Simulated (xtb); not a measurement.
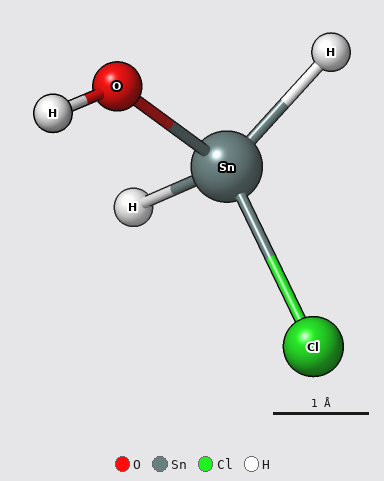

Figure 1. The structure (ball-and-stick view, seen at a tilt). Sticks mark near contacts. Bond lengths as drawn: Cl–Sn 2.30 Å, H–O 0.95 Å, H–Sn 1.63 to 1.64 Å and O–Sn 1.92 Å.

Run report: SnH3ClO, frequency calculation

System: SnH3ClO, SMILES [OH][SnH2][Cl].
Method: GFN1-xTB (xtb 6.7.1).

The geometry was optimised with GFN1-xTB.

Output
```
* xtb version 6.7.1
   ID    Z sym.   atoms
    1    8 o      1
    2   50 sn     2
    3   17 cl     3
    4    1 h      4-6

           -------------------------------------------------
          |                Calculation Setup                |
           -------------------------------------------------

          program call               : xtb struc.tmol --hess -I input.inp --gfn 1
          coordinate file            : struc.tmol
          omp threads                :                     1

           -------------------------------------------------
          |                 G F N 1 - x T B                 |
           -------------------------------------------------

      * Hamiltonian:
        H0-scaling (s, p, d)           1.850000    2.250000    2.000000
        zeta-weighting                 0.000000
      * Dispersion:
        s8                             2.400000
        a1                             0.630000
        a2                             5.000000
        s9                             0.000000
      * Repulsion:
        kExp                           1.500000
        rExp                           1.000000
      * Coulomb:
        alpha                          2.000000
        third order                    atomic
        anisotropic                    false
      * Halogen bond correction:
        rad-scale                      1.300000
        damping                        0.440000

          ...................................................
          :                      SETUP                      :
          :.................................................:
          :  # basis functions                  30          :
          :  # atomic orbitals                  28          :
          :  # shells                           14          :
          :  # electrons                        20          :
          :  # halogen bonds                     1          :
          :  max. iterations                   250          :
          :  Hamiltonian                  GFN1-xTB          :
          :  restarted?                      false          :
          :  GBSA solvation                  false          :
          :  PC potential                    false          :
          :  electronic temp.          300.0000000     K    :
          :  accuracy                    1.0000000          :
          :  -> integral cutoff          0.2500000E+02      :
          :  -> integral neglect         0.1000000E-07      :
          :  -> SCF convergence          0.1000000E-05 Eh   :
          :  -> wf. convergence          0.2000000E-04 e    :
          :  Broyden damping             0.4000000          :
          :  net charge                          0          :
          :  unpaired electrons                  0          :
          ...................................................

 iter      E             dE          RMSdq      gap      omega  full diag
   1    -13.1049250 -0.131049E+02  0.385E+00    5.89       0.0  T
   2    -13.1174995 -0.125745E-01  0.230E+00    6.16       1.0  T
   3    -13.1179557 -0.456238E-03  0.673E-01    6.17       1.0  T
   4    -13.1180164 -0.607138E-04  0.980E-02    6.14       1.0  T
   5    -13.1180268 -0.103515E-04  0.140E-02    6.14       2.9  T
   6    -13.1180272 -0.437585E-06  0.161E-03    6.15      25.4  T
   7    -13.1180272 -0.307841E-08  0.313E-04    6.15     130.5  T
   8    -13.1180272 -0.375151E-09  0.813E-05    6.15     502.0  T
   9    -13.1180272 -0.441602E-11  0.225E-05    6.15    1811.0  T

   *** convergence criteria satisfied after 9 iterations ***

         #    Occupation            Energy/Eh            Energy/eV
      -------------------------------------------------------------
         1        2.0000           -0.9459741             -25.7413
       ...           ...                  ...                  ...
         4        2.0000           -0.5720458             -15.5662
         5        2.0000           -0.5172566             -14.0753
         6        2.0000           -0.5087753             -13.8445
         7        2.0000           -0.4852558             -13.2045
         8        2.0000           -0.4774635             -12.9924
         9        2.0000           -0.4640641             -12.6278
        10        2.0000           -0.4595451             -12.5049 (HOMO)
        11                         -0.2336265              -6.3573 (LUMO)
        12                         -0.1754537              -4.7743
        13                         -0.1475596              -4.0153
        14                         -0.1016234              -2.7653
        15                         -0.0896945              -2.4407
       ...                                ...                  ...
        28                          1.3142304              35.7620
      -------------------------------------------------------------
                  HL-Gap            0.2259186 Eh            6.1476 eV
             Fermi-level           -0.3465858 Eh           -9.4311 eV

 SCC (total)                   0 d,  0 h,  0 min,  0.011 sec
 SCC setup                      ...        0 min,  0.000 sec (  1.837%)
 Dispersion                     ...        0 min,  0.000 sec (  0.569%)
 classical contributions        ...        0 min,  0.000 sec (  0.406%)
 integral evaluation            ...        0 min,  0.003 sec ( 24.681%)
 iterations                     ...        0 min,  0.003 sec ( 29.694%)
 molecular gradient             ...        0 min,  0.004 sec ( 39.837%)
 printout                       ...        0 min,  0.000 sec (  2.696%)

         :::::::::::::::::::::::::::::::::::::::::::::::::::::
         ::                     SUMMARY                     ::
         :::::::::::::::::::::::::::::::::::::::::::::::::::::
         :: total energy             -13.078857900466 Eh    ::
         :: gradient norm              0.000031673720 Eh/a0 ::
         :: HOMO-LUMO gap              6.147556805110 eV    ::
         ::.................................................::
         :: SCC energy               -13.118027239658 Eh    ::
         :: -> electrostatic           0.050602231271 Eh    ::
         :: repulsion energy           0.040767810622 Eh    ::
         :: dispersion energy         -0.001598471429 Eh    ::
         :: halogen bond corr.         0.000000000000 Eh    ::
         :: add. restraining           0.000000000000 Eh    ::
         :: total charge               0.000000000000 e     ::
         :::::::::::::::::::::::::::::::::::::::::::::::::::::

           -------------------------------------------------
          |                Numerical Hessian                |
           -------------------------------------------------
step length          :   0.00500
SCC accuracy         :   0.30000
Hessian scale factor :   1.00000
frozen atoms in %    :   0.00000    0
RMS gradient         :   0.00003
estimated CPU  time      0.00 min

writing file <hessian>.

 projected vibrational frequencies (cm⁻¹)
eigval :       -0.00    -0.00     0.00     0.00     0.00     0.00
eigval :      127.05   201.85   356.26   397.57   429.27   494.37
eigval :      528.63   619.42   650.40  1878.05  2023.81  3808.61
           -------------------------------------------------
          |                Property Printout                |
           -------------------------------------------------

    * Orbital Energies and Occupations

         #    Occupation            Energy/Eh            Energy/eV
      -------------------------------------------------------------
         1        2.0000           -0.9459738             -25.7413
         2        2.0000           -0.8764701             -23.8500
         3        2.0000           -0.7281098             -19.8129
         4        2.0000           -0.5720457             -15.5662
         5        2.0000           -0.5172565             -14.0753
         6        2.0000           -0.5087751             -13.8445
         7        2.0000           -0.4852556             -13.2045
         8        2.0000           -0.4774633             -12.9924
         9        2.0000           -0.4640638             -12.6278
        10        2.0000           -0.4595449             -12.5049 (HOMO)
        11                         -0.2336263              -6.3573 (LUMO)
        12                         -0.1754535              -4.7743
        13                         -0.1475595              -4.0153
        14                         -0.1016233              -2.7653
        15                         -0.0896943              -2.4407
        16                         -0.0833994              -2.2694
        17                         -0.0712982              -1.9401
        18                         -0.0297254              -0.8089
        19                         -0.0284719              -0.7748
        20                         -0.0231663              -0.6304
        21                         -0.0051412              -0.1399
       ...                                ...                  ...
        28                          1.3142306              35.7620
      -------------------------------------------------------------
                  HL-Gap            0.2259185 Eh            6.1476 eV
             Fermi-level           -0.3465856 Eh           -9.4311 eV

  Mulliken/CM5 charges         n(s)   n(p)   n(d)
     1o    -0.59150 -0.82244   1.673  4.919  0.000
     2sn    0.26250  0.20939   1.850  1.495  0.392
     3cl   -0.17378 -0.18083   1.943  5.240 -0.009
     4h     0.34147  0.51759   0.659  0.000  0.000
     5h     0.07261  0.12893   0.927  0.000  0.000
     6h     0.08869  0.14735   0.911  0.000  0.000

Wiberg/Mayer (AO) data.
largest (>0.10) Wiberg bond orders for each atom

 ---------------------------------------------------------------------------
     #   Z sym  total        # sym  WBO       # sym  WBO       # sym  WBO
 ---------------------------------------------------------------------------
     1   8 o    2.079 --     2 sn   0.985     4 h    0.872
     2  50 sn   3.166 --     1 o    0.985     3 cl   0.931     6 h    0.625
                             5 h    0.621
     3  17 cl   1.236 --     2 sn   0.931     5 h    0.118     6 h    0.117
     4   1 h    0.883 --     1 o    0.872
     5   1 h    0.999 --     2 sn   0.621     6 h    0.176     3 cl   0.118
     6   1 h    0.996 --     2 sn   0.625     5 h    0.176     3 cl   0.117
 ---------------------------------------------------------------------------

Topologies differ in total number of bonds
Writing topology from bond orders to xtbtopo.mol

 dipole moment from electron density (au)
     X       Y       Z
   0.0675   0.8729  -0.4306  total (Debye):    2.480

           -------------------------------------------------
          |               Frequency Printout                |
           -------------------------------------------------
 projected vibrational frequencies (cm⁻¹)
eigval :       -0.00    -0.00     0.00     0.00     0.00     0.00
eigval :      127.05   201.85   356.26   397.57   429.27   494.37
eigval :      528.63   619.42   650.40  1878.05  2023.81  3808.61
 reduced masses (amu)
   1: 59.38   2: 63.22   3: 55.14   4: 81.34   5: 44.76   6: 72.90   7: 33.26   8:  4.67
   9: 53.90  10:  5.26  11:  6.31  12:  2.18  13: 23.95  14:  5.22  15:  2.10  16:  1.56
  17:  2.50  18:  1.91
 IR intensities (km·mol⁻¹)
   1:  0.62   2:  0.58   3:  0.57   4:  0.32   5:  0.90   6:  2.41   7:  8.99   8:267.78
   9: 95.10  10: 40.04  11:256.42  12:  4.31  13:200.80  14:188.87  15: 42.62  16:264.94
  17:862.98  18: 49.35
 Raman intensities (Ä⁴*amu⁻¹)
   1:  0.00   2:  0.00   3:  0.00   4:  0.00   5:  0.00   6:  0.00   7:  0.00   8:  0.00
   9:  0.00  10:  0.00  11:  0.00  12:  0.00  13:  0.00  14:  0.00  15:  0.00  16:  0.00
  17:  0.00  18:  0.00
 output can be read by thermo (or use thermo option).
 writing <g98.out> molden fake output.
 recommended (thermochemical) frequency scaling factor: 1.0
           -------------------------------------------------
          |             Thermodynamic Functions             |
           -------------------------------------------------
Molecule has no symmetry elements
It seems to be the C1 point group

c1  symmetry found (for desy threshold:  0.30E+00) used in thermo

          ...................................................
          :                      SETUP                      :
          :.................................................:
          :  # frequencies                          12      :
          :  # imaginary freq.                       0      :
          :  linear?                             false      :
          :  only rotor calc.                    false      :
          :  symmetry                               c1      :
          :  rotational number                       1      :
          :  scaling factor                  1.0000000      :
          :  rotor cutoff                   50.0000000 cm⁻¹ :
          :  imag. cutoff                  -20.0000000 cm⁻¹ :
          :.................................................:

    mode    ω/cm⁻¹     T·S(HO)/kcal·mol⁻¹    T·S(FR)/kcal·mol⁻¹   T·S(vib)
   ------------------------------------------------------------------------
       1    127.05    -0.89152 ( 97.66%)    -0.78002 (  2.34%)    -0.88891
       2    201.85    -0.63095 ( 99.62%)    -0.64299 (  0.38%)    -0.63099
   ------------------------------------------------------------------------

   temp. (K)  partition function   enthalpy   heat capacity  entropy
                                   cal/mol     cal/K/mol   cal/K/mol   J/K/mol
 298.15  VIB   7.53                 1824.542     12.579     10.124
         ROT  0.109E+06              888.752      2.981     26.029
         INT  0.820E+06             2713.294     15.560     36.153
         TR   0.221E+28             1481.254      4.968     41.336
         TOT                        4194.5484    20.5285    77.4893   324.2152

       T/K    H(0)-H(T)+PV         H(T)/Eh          T*S/Eh         G(T)/Eh
   ------------------------------------------------------------------------
    298.15    0.668444E-02    0.329182E-01    0.368177E-01   -0.389944E-02
   ------------------------------------------------------------------------

         :::::::::::::::::::::::::::::::::::::::::::::::::::::
         ::                  THERMODYNAMIC                  ::
         :::::::::::::::::::::::::::::::::::::::::::::::::::::
         :: total free energy         -13.082757342835 Eh   ::
         ::.................................................::
         :: total energy              -13.078857900466 Eh   ::
         :: zero point energy           0.026233779294 Eh   ::
         :: G(RRHO) w/o ZPVE           -0.030133221663 Eh   ::
         :: G(RRHO) contrib.           -0.003899442369 Eh   ::
         :::::::::::::::::::::::::::::::::::::::::::::::::::::

           -------------------------------------------------
          | TOTAL ENERGY              -13.078857900466 Eh   |
          | TOTAL ENTHALPY            -13.045939682844 Eh   |
          | TOTAL FREE ENERGY         -13.082757342835 Eh   |
          | GRADIENT NORM               0.000031640947 Eh/α |
          | HOMO-LUMO GAP               6.147556282240 eV   |
           -------------------------------------------------

------------------------------------------------------------------------
------------------------------------------------------------------------
 total:
 *  cpu-time:     0 d,  0 h,  0 min,  0.228 sec
 * ratio c/w:     0.999 speedup
 SCF:
 *  cpu-time:     0 d,  0 h,  0 min,  0.011 sec
 * ratio c/w:     0.996 speedup
 analytical hessian:
 *  cpu-time:     0 d,  0 h,  0 min,  0.204 sec
 * ratio c/w:     1.000 speedup
```

File vibspectrum
```
$vibrational spectrum
#  mode     symmetry     wave number   IR intensity    selection rules
#                         cm**(-1)      (km*mol⁻¹)        IR
     1                      -0.00         0.00000          -
     2                      -0.00         0.00000          -
     3                       0.00         0.00000          -
     4                       0.00         0.00000          -
     5                       0.00         0.00000          -
     6                       0.00         0.00000          -
     7        a            127.05         8.98895         YES
     8        a            201.85       267.78348         YES
     9        a            356.26        95.10273         YES
    10        a            397.57        40.04328         YES
    11        a            429.27       256.41859         YES
    12        a            494.37         4.30778         YES
    13        a            528.63       200.79621         YES
    14        a            619.42       188.87306         YES
    15        a            650.40        42.62157         YES
    16        a           1878.05       264.93601         YES
    17        a           2023.81       862.97671         YES
    18        a           3808.61        49.35385         YES
$end
```

Standard error
```
normal termination of xtb
```

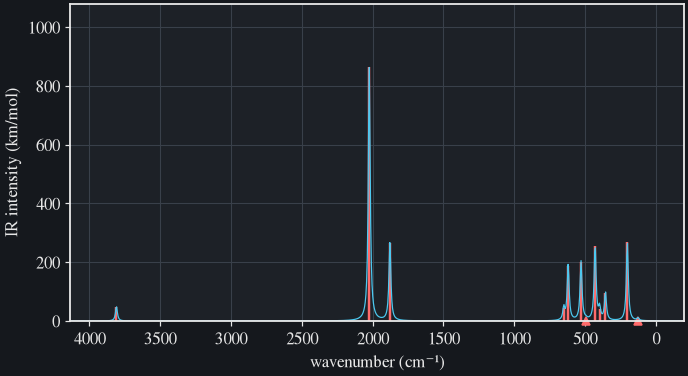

Figure 2. Harmonic infrared spectrum, unscaled: sticks (degenerate modes added up, dark ones marked on the axis) with a Lorentzian envelope of 16 cm⁻¹ full width, scaled to the tallest stick. 12 modes from 127 to 3809 cm⁻¹, none imaginary. The strongest line is at 2024 cm⁻¹ (863 km/mol). All modes, in cm⁻¹ (km/mol): 127 (9.0), 202 (268), 356 (95), 398 (40), 429 (256), 494 (4.3), 529 (201), 619 (189), 650 (43), 1878 (265), 2024 (863), 3809 (49).

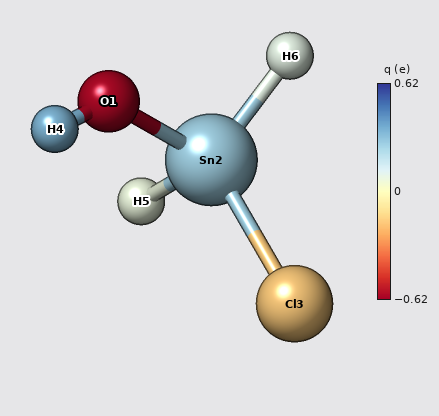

Figure 3. Mulliken charges, as the colour of each atom (ball-and-stick view, seen at a tilt; atoms are numbered from 1 in the order of the input). By element: O −0.59, Sn +0.26, Cl −0.17 and H +0.07 to +0.34 e.

The run was set up as follows.

The input (struc.tmol)
```
$coord
     -2.442017481809     -0.871768455812     -0.637744772539  o
      0.656736520091      0.770781491712      0.317889728685  sn
      3.629181227821     -2.254140910499      1.276887942410  cl
     -2.904471259027     -2.234185402623     -1.706649457672  h
      1.566242806612      2.338347106612     -2.203590736665  h
     -0.426322213716      2.130231568507      2.865901948824  h
$end
```

File input.inp
```
$symmetry
   desy=0.3
$end
```

Launch command:
```bash
xtb struc.tmol --hess -I input.inp --gfn 1 > xtb.out 2> xtb.err
```

Results in brief

| quantity | value |
| --- | --- |
| outcome | converged |
| electrons treated | 20 |
| total energy | −13.078858 hartree |
| dispersion energy | −0.001598 hartree |
| basis functions | 30 |
| HOMO | −12.50 eV |
| LUMO | −6.36 eV |
| zero-point energy | 0.026234 hartree |
| dipole moment | 2.48 D |
| wavenumbers, lowest and highest | 127 and 3809 cm⁻¹ |
| hardware | 1 thread of Intel Xeon @ 2.70GHz, 189 GiB of memory available, shared host |
| peak memory | 0.07 GiB |
